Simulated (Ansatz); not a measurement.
Take CdTe in the zinc blende structure (space group F-43m, No. 216; a = 6.5576 Å) as the base.

Perturbation: a fraction x = 0.333 of the Cd sites is given to Zn, ordered in a cell of 6 atoms (starting symmetry I-4m2) and fully relaxed.

Method: Ansatz (an electronic-structure program), r2SCAN, PAW, cutoff 500 eV, without spin-orbit coupling.

The zone is the changed cell's own and can be folded.

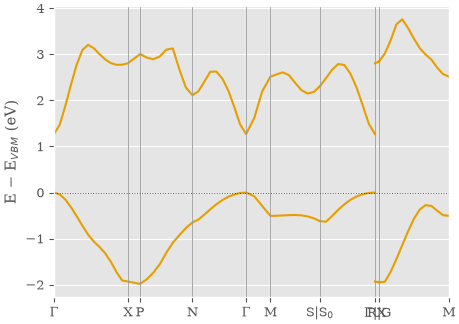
Figure. Highest valence and lowest conduction band along the path of the changed cell's own zone

Q: From the figure, how large is the changed gap, and is it direct?

A: About 1.3 eV, direct at Γ.

These are small ordered cells, not random alloys; other orderings at the same x differ. With Te present, leaving out spin-orbit coupling can change the band edges. Whether these cells are dynamically stable was not tested. Labels are those of the standard path for the cell's own space group.
